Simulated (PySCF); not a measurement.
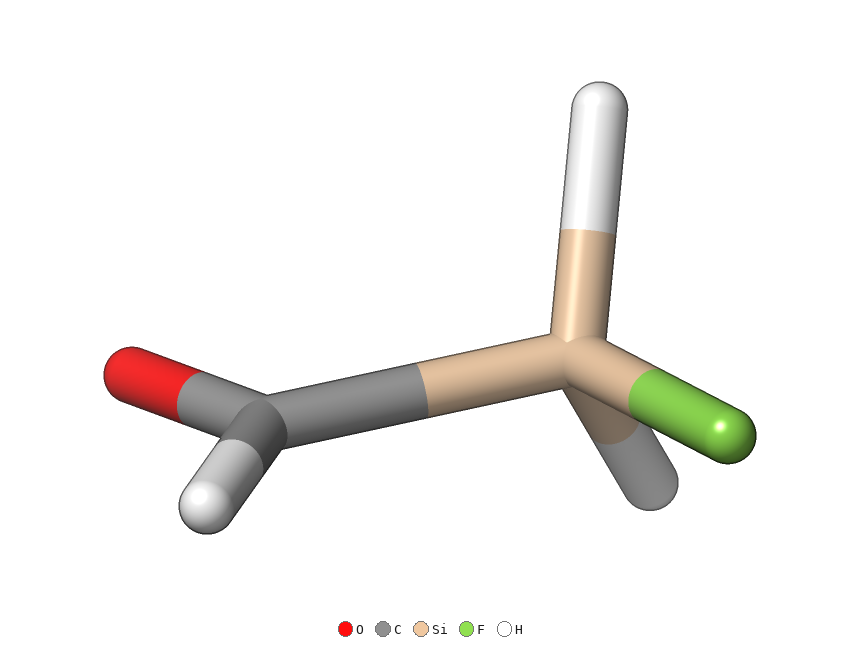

The picture shows a molecular structure as a stick model. Every bond is drawn as one stick, whatever its order.

The geometry was computed by an optimisation with PBE0-D3(BJ)/def2-SVP. No frequency run is at hand to confirm it as a minimum.

Give the formula.

CH3FOSi, 7 atoms: 1 carbon, 3 hydrogen, 1 fluorine, 1 oxygen and 1 silicon.

How many atoms are distinct by symmetry?

6: 1 O, 1 C, 1 Si, 1 F, 1 H, 2 H.

Count the bonded pairs by element.

2 Si–H, 1 C–O, 1 C–Si, 1 F–Si, 1 C–H.

The parts below concern this one geometry. Atoms keep their numbers from picture to picture.

**Geometry**

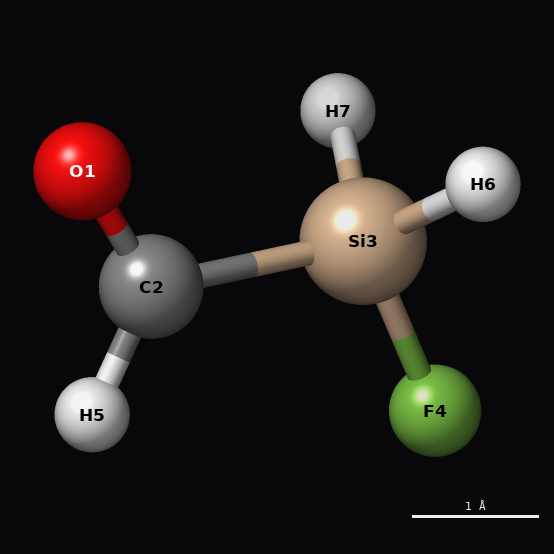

No frequency run is at hand to confirm it as a minimum.

Which atoms are bonded, and how long are the bonds?

```
  bond  length (Å)   order
 O1–C2       1.207  double
C2–Si3       1.920  single
 C2–H5       1.125  single
Si3–F4       1.626  single
Si3–H6       1.487  single
Si3–H7       1.487  single
```

**Levels of theory compared**

No frequency run is at hand to confirm it as a minimum. Program: PySCF 2.14.0.

Tabulate dipole (D), HOMO–LUMO gap (eV) at these levels: PBE0/6-311+G(2d,p); PBE0/6-31G*; PBE0/IGLO-III; PBE0/aug-cc-pVDZ; PBE0/cc-pVDZ; PBE0/cc-pVTZ; PBE0/def2-SVP; PBE0/def2-TZVP; PBE0/pcSseg-0.

| level | dipole (D) | HOMO–LUMO gap (eV) |
| --- | --- | --- |
| PBE0/6-311+G(2d,p) | 0.80 | 5.41 |
| PBE0/6-31G* | 0.76 | 5.60 |
| PBE0/IGLO-III | 0.85 | 5.41 |
| PBE0/aug-cc-pVDZ | 0.78 | 5.41 |
| PBE0/cc-pVDZ | 0.61 | 5.52 |
| PBE0/cc-pVTZ | 0.81 | 5.46 |
| PBE0/def2-SVP | 0.73 | 5.52 |
| PBE0/def2-TZVP | 0.82 | 5.44 |
| PBE0/pcSseg-0 | 0.75 | 5.59 |

**Charges**

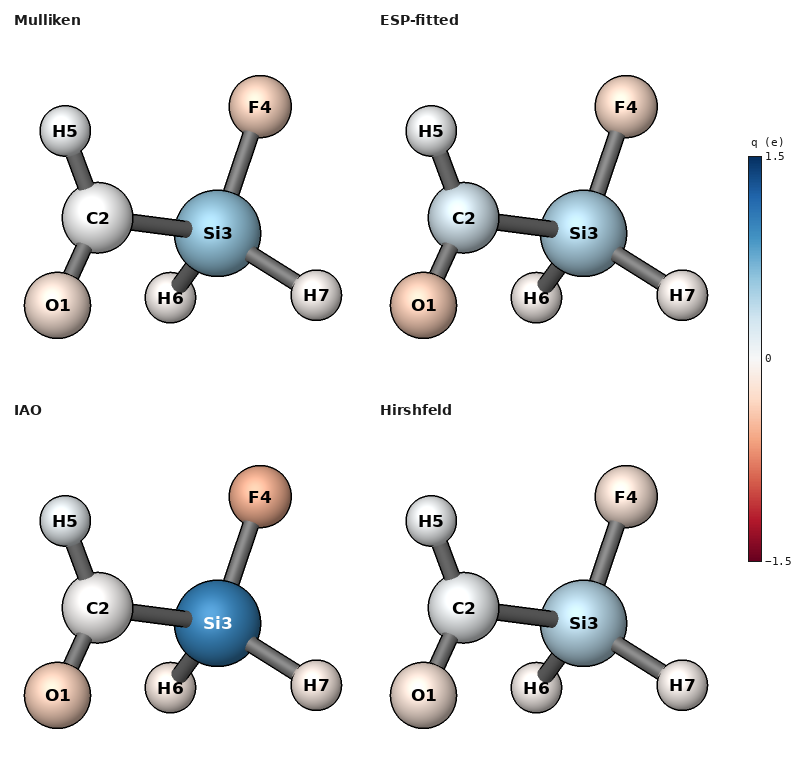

Atomic charges of one calculation by 4 schemes, on one colour scale. No frequency run is at hand to confirm it as a minimum. Computed with PBE0/cc-pVDZ (PySCF 2.14.0).

Which scheme gives the most polar picture (largest mean size of the charges)?

The IAO charges are the largest in size here, and the Hirshfeld charges the smallest.

On which atom do the schemes disagree most?

On Si3 (from 0.42 to 1.00 e).

List the charges (e), one line for each set of equivalent atoms.

```csv
atom,Mulliken,ESP-fitted,IAO,Hirshfeld
O1,−0.19,−0.35,−0.33,−0.18
C2,0.01,0.26,−0.01,0.05
Si3,0.58,0.46,1.00,0.42
F4,−0.33,−0.27,−0.52,−0.20
H5,0.04,0.03,0.10,0.04
"H6, H7",−0.06,−0.06,−0.12,−0.06
```

**NMR shielding**

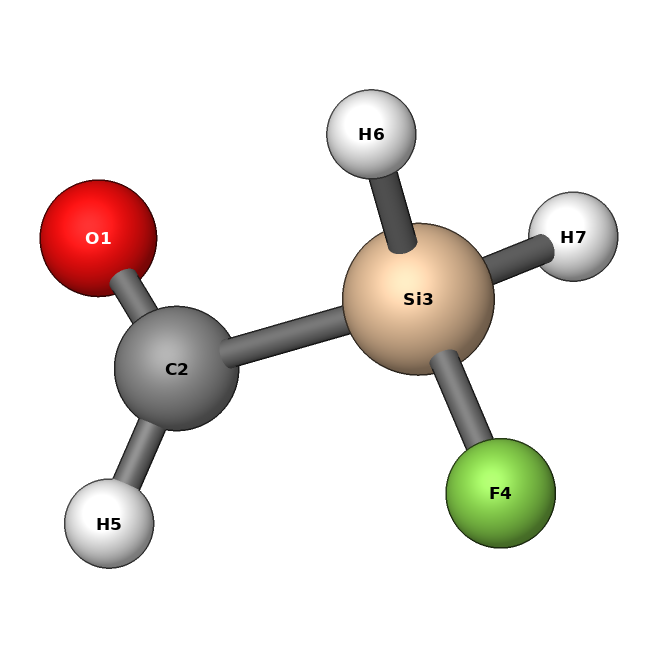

No frequency run is at hand to confirm it as a minimum. Properties computed with GIAO PBE0/IGLO-III NMR shielding, non-relativistic, gas phase (PySCF 2.14.0). Principal shieldings σ11 ≤ σ22 ≤ σ33, span Ω = σ33 − σ11, skew κ = 3(σiso − σ22)/Ω.

Give the shielding tensors of the C atoms.

| atom | σ11 | σ22 | σ33 | σiso | Ω | κ |
| --- | --- | --- | --- | --- | --- | --- |
| C2 | −197.0 | −100.5 | 87.1 | −70.1 | 284.1 | 0.32 |

Shieldings and span in ppm.

**Quadrupole coupling**

No frequency run is at hand to confirm it as a minimum. Electric field gradients from the ground-state density, PBE0/pcSseg-0 (PySCF 2.14.0), non-relativistic apart from any core potentials.

Give the largest field-gradient component, the quadrupole coupling constant and the asymmetry for 17O at O1 (Q = −25.6 mb).

```json
{"atom": "O1", "V_zz (a.u.)": "−2.436", "e²qQ/h (MHz)": "14.65", "η": "0.63"}
```

Mulliken values depend strongly on the basis set and can even reverse the polarity of a bond.
